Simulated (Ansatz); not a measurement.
**CH₈SiSn: small, medium and large basis sets**

Aim: see how fast density functionals converge with the basis set for CH₈SiSn.

Computed with Ansatz 0.2.0, Gaussian basis. Level: one geometry, several basis sets.

The runs, in order: PBE0-D4/def2-SVP; ωB97M-V/def2-SVP; PBE0-D4/def2-QZVPP; ωB97M-V/def2-QZVPP; the functionals' def2-TZVPP values are taken from earlier runs.

### 1 The geometry

All runs share one geometry, relaxed beforehand with PBE0-D4 in a triple-zeta def2 set. Sn takes the def2 core potential; no spin-orbit term is included.

SMILES `[SiH3][CH2][SnH3]`, 11 atoms, charge 0, spin multiplicity 1.

Atoms are counted from 1 here; the program's logs count them from 0.

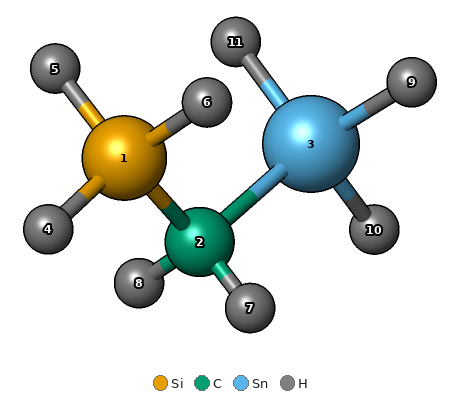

The geometry (silicon amber, carbon teal, tin blue, hydrogen grey); atoms are numbered from 1 in the order of the file.

As a file:

```xyz
11
CH8SiSn
Si   -1.01432    1.21714   -0.51850
C    -0.58525   -0.57324   -0.22714
Sn    1.35519   -0.87088    0.64741
H    -2.36585    1.37423   -1.12402
H    -0.01926    1.83995   -1.43371
H    -0.99121    1.96545    0.76804
H    -1.31824   -1.03401    0.44049
H    -0.60621   -1.12540   -1.17053
H     1.42291   -0.08854    2.16371
H     1.63707   -2.54282    0.85780
H     2.55066   -0.21888   -0.38295
```

### 2 PBE0-D4 in def2-SVP

File in.yaml:

```yaml
crystal:
  periodic: [false, false, false]
  atoms:
    - {symbol: Si, position_ang: [-1.014319, 1.217144, -0.518498]}
    - {symbol: C, position_ang: [-0.585248, -0.573243, -0.227136]}
    - {symbol: Sn, position_ang: [1.355195, -0.870884, 0.647405]}
    - {symbol: H, position_ang: [-2.365850, 1.374228, -1.124023]}
    - {symbol: H, position_ang: [-0.019260, 1.839949, -1.433706]}
    - {symbol: H, position_ang: [-0.991212, 1.965454, 0.768043]}
    - {symbol: H, position_ang: [-1.318237, -1.034014, 0.440488]}
    - {symbol: H, position_ang: [-0.606207, -1.125397, -1.170530]}
    - {symbol: H, position_ang: [1.422908, -0.088538, 2.163707]}
    - {symbol: H, position_ang: [1.637070, -2.542820, 0.857798]}
    - {symbol: H, position_ang: [2.550661, -0.218879, -0.382949]}
basis:
  gaussian: {orbitals: def2-SVP}
hamiltonian: {xc: pbe0, dispersion: d4}
output: {orbitals: {seedname: orbitals}}
```

On the command line:

```console
$ ansatz run in.yaml --threads 4 --pin off --events-out ev --progress --plain --max-ram 10444MiB
```

Log:

```text
Functional definition: PBE0
  name "PBE0"
  cite "Adamo & Barone, J. Chem. Phys. 110, 6158 (1999) doi:10.1063/1.478522"
  cite "Perdew, Burke & Ernzerhof, Phys. Rev. Lett. 77, 3865 (1996) doi:10.1103/PhysRevLett.77.3865"
  parent pbe
  parameter a = 0.25
  parameter kappa = 0.804
  parameter beta = 0.06672455060314922
  exchange = (1 - a)*pbe_x(kappa = kappa, mu = beta*pi^2/3) + a*exact_x
  correlation = pbe_c(beta = beta)
1172 factors; their error is unknown
mean field evaluation 1: about -14863.1098 eV, gradient 4.2e1 eV
mean field evaluation 2: about -14859.3159 eV, gradient 5.3e1 eV
mean field evaluation 4: about -14867.4669 eV, gradient 8.8e-1 eV
mean field evaluation 8: about -14867.5884 eV, gradient 1.9e-1 eV
mean field -14867.58846673 eV, -546.3737985388 hartree, gradient 3.6e-5 eV, S^2 0.000000; 0 other end points of the search recorded, 0 dependent functions left out
reference -14867.58850063 eV, -546.3737997846 hartree; 25, 25 occupied and 73, 73 virtual orbitals, 1172 factors
Total energy: -14867.78360941 eV, -546.3809699000 hartree
```

Wall time 0.85 s (4 threads of Arm Neoverse V1, shared host).

### 3 ωB97M-V in def2-SVP

Changes to in.yaml since step 2:

```diff
@@ -16,3 +16,3 @@
   gaussian: {orbitals: def2-SVP}
-hamiltonian: {xc: pbe0, dispersion: d4}
+hamiltonian: {xc: {name: wB97M-V}}
 output: {orbitals: {seedname: orbitals}}
```

The command is unchanged.

Log, shortened:

```text
Functional definition: wB97M-V
  name "wB97M-V"
  cite "Mardirossian & Head-Gordon, J. Chem. Phys. 144, 214110 (2016) doi:10.1063/1.4952647"
  cite "Becke, J. Chem. Phys. 107, 8554 (1997) doi:10.1063/1.475007"
  cite "Vydrov & Van Voorhis, J. Chem. Phys. 133, 244103 (2010) doi:10.1063/1.3521275"
  # Of w^i u^j: cxij and so on, Table III.
[...]
  gx(w, u) = 1 - cx + cx01*u + cx10*w
  gss(w, u) = css00 + css04*u^4 + css10*w + css20*w^2 + css43*w^4*u^3
  gos(w, u) = cos00 + cos10*w + (cos20 + cos21*u)*w^2 + (cos60 + cos61*u)*w^6
[...]
      + integral(e_c_pw_mod_opposite_spin*gos(b97_w_opposite, b97_u_opposite)) + vv10(b, c)
1158 factors; their error is unknown
345 factors; integrals over basis functions are off by at most 5.9e-6 eV
[...]
mean field -14868.99583372 eV, -546.4255183218 hartree, gradient 4.0e-5 eV, S^2 0.000000; 0 other end points of the search recorded, 0 dependent functions left out
reference -14868.99588609 eV, -546.4255202464 hartree; 25, 25 occupied and 73, 73 virtual orbitals, 1158 factors
Total energy: -14868.99588609 eV, -546.4255202464 hartree
```

Wall time 3.3 s (4 threads of Arm Neoverse V1, shared host); peak memory 0.31 GiB.

### 4 PBE0-D4 in def2-QZVPP

Changes to in.yaml since step 3:

```diff
@@ -15,4 +15,4 @@
 basis:
-  gaussian: {orbitals: def2-SVP}
-hamiltonian: {xc: {name: wB97M-V}}
+  gaussian: {orbitals: "def2-QZVPP.json"}
+hamiltonian: {xc: pbe0, dispersion: d4}
 output: {orbitals: {seedname: orbitals}}
```

The command is unchanged.

Log:

```text
Functional definition: PBE0
  name "PBE0"
  cite "Adamo & Barone, J. Chem. Phys. 110, 6158 (1999) doi:10.1063/1.478522"
  cite "Perdew, Burke & Ernzerhof, Phys. Rev. Lett. 77, 3865 (1996) doi:10.1103/PhysRevLett.77.3865"
  parent pbe
  parameter a = 0.25
  parameter kappa = 0.804
  parameter beta = 0.06672455060314922
  exchange = (1 - a)*pbe_x(kappa = kappa, mu = beta*pi^2/3) + a*exact_x
  correlation = pbe_c(beta = beta)
1525 factors; their error is unknown
mean field evaluation 1: about -14865.5735 eV, gradient 5.4e1 eV
mean field evaluation 2: about -14858.6494 eV, gradient 6.9e1 eV
mean field evaluation 4: about -14872.2025 eV, gradient 3.2e0 eV
mean field evaluation 8: about -14872.2831 eV, gradient 5.7e-2 eV
mean field -14872.28314082 eV, -546.5463246295 hartree, gradient 3.3e-5 eV, S^2 0.000000; 0 other end points of the search recorded, 0 dependent functions left out
reference -14872.28319216 eV, -546.5463265164 hartree; 25, 25 occupied and 424, 424 virtual orbitals, 1525 factors
Total energy: -14872.47830094 eV, -546.5534966318 hartree
```

It took 6.5 s on 4 threads of Arm Neoverse V1, shared host; peak memory 1.5 GiB.

### 5 ωB97M-V in def2-QZVPP

Changes to in.yaml since step 4:

```diff
@@ -16,3 +16,3 @@
   gaussian: {orbitals: "def2-QZVPP.json"}
-hamiltonian: {xc: pbe0, dispersion: d4}
+hamiltonian: {xc: {name: wB97M-V}}
 output: {orbitals: {seedname: orbitals}}
```

Launched as before.

Log, shortened:

```text
Functional definition: wB97M-V
  name "wB97M-V"
  cite "Mardirossian & Head-Gordon, J. Chem. Phys. 144, 214110 (2016) doi:10.1063/1.4952647"
  cite "Becke, J. Chem. Phys. 107, 8554 (1997) doi:10.1063/1.475007"
  cite "Vydrov & Van Voorhis, J. Chem. Phys. 133, 244103 (2010) doi:10.1063/1.3521275"
  # Of w^i u^j: cxij and so on, Table III.
[...]
  gx(w, u) = 1 - cx + cx01*u + cx10*w
  gss(w, u) = css00 + css04*u^4 + css10*w + css20*w^2 + css43*w^4*u^3
  gos(w, u) = cos00 + cos10*w + (cos20 + cos21*u)*w^2 + (cos60 + cos61*u)*w^6
[...]
      + integral(e_c_pw_mod_opposite_spin*gos(b97_w_opposite, b97_u_opposite)) + vv10(b, c)
1488 factors; their error is unknown
397 factors; integrals over basis functions are off by at most 1.1e-5 eV
[...]
mean field -14873.85467176 eV, -546.6040773264 hartree, gradient 2.8e-5 eV, S^2 0.000000; 0 other end points of the search recorded, 0 dependent functions left out
reference -14873.85475264 eV, -546.6040802986 hartree; 25, 25 occupied and 424, 424 virtual orbitals, 1488 factors
Total energy: -14873.85475264 eV, -546.6040802986 hartree
```

Wall time 16 s (4 threads of Arm Neoverse V1, shared host); peak memory 1.8 GiB.

### 6 Density functionals: the series

The def2-TZVPP values come from earlier runs at the same geometry.

```tsv
functional	basis	functions	energy (eV)	from the largest (eV)	HOMO (eV)	LUMO (eV)
PBE0-D4	def2-SVP	98	-14867.7836	4.695	-8.25	0.35
PBE0-D4	def2-TZVPP	235	-14872.0820	0.396	-8.25	-0.05
PBE0-D4	def2-QZVPP	449	-14872.4783	0.000	-8.25	-0.17
ωB97M-V	def2-SVP	98	-14868.9959	4.859	-10.34	2.04
ωB97M-V	def2-TZVPP	235	-14873.4777	0.377	-10.37	1.32
ωB97M-V	def2-QZVPP	449	-14873.8548	0.000	-10.37	1.02
```

### 7 Outcome

| quantity | value |
| --- | --- |
| PBE0-D4: double and triple zeta above quadruple | 4.69, 0.40 eV |
| ωB97M-V: double and triple zeta above quadruple | 4.86, 0.38 eV |

For PBE0-D4 the step from double to triple zeta gains 4.30 eV and the next only 0.40 eV. Total energies overstate the basis error of differences, where much of it tends to cancel. The LUMO of ωB97M-V is positive and keeps falling with the basis (2.04 to 1.02 eV): an unbound level that the basis holds in place.

For PBE0-D4 the largest set took about 8 times as long as the smallest (6.5 s against 0.85 s).
